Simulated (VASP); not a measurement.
Energy against volume of CdTe (zinc blende). Method: rev-vdW-DF2, VASP's PBE PAW potentials (set 64) (plane waves; VASP).

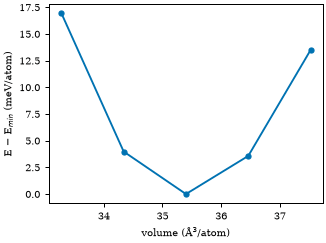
*Energy against volume*

Task: Estimate the equilibrium volume and the bulk modulus.

Result: The minimum lies near 35.4 Å³/atom, and the curvature gives B0 of about 38 GPa.

Measured: bulk modulus 43.7 GPa (computed value off by -13.3 %), as given by Elmahjoubi et al., (2023), arXiv:2303.01780; a 6.480 Å (computed value off by +1.3 %), as given by M J Lucero et al., Journal of Physics Condensed Matter (2012), arXiv:1111.4515. The calculation is for a static lattice, while the measured bulk modulus, a hold thermal and zero-point effects, which are part of the difference.

The compound is CdTe in the zinc blende structure. It was relaxed first.
